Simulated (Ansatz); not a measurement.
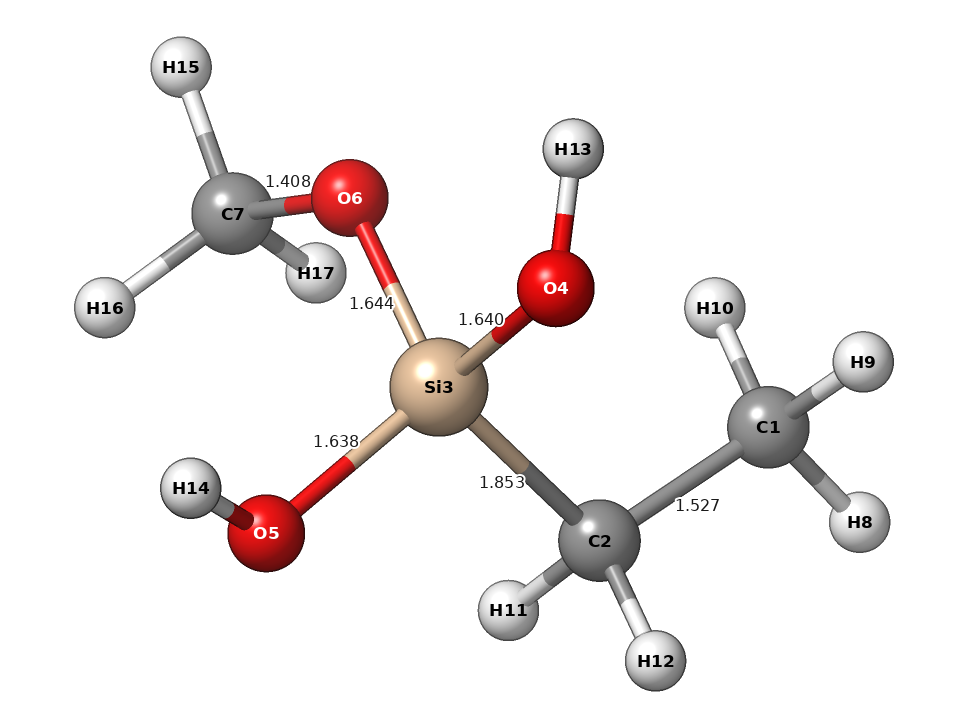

The numbers beside the sticks are distances in Å. Sticks don't show bond order. The computed structure is the end point of a PBE0-D4/def2-TZVP optimisation. No frequency run is at hand to confirm it as a minimum.

> Assign a bond order to each marked bond.

C1–C2 single; C2–Si3 single; Si3–O4 single; Si3–O5 single; Si3–O6 single; O6–C7 single.

> Give the structure as SMILES.

CC[Si](O)(O)OC
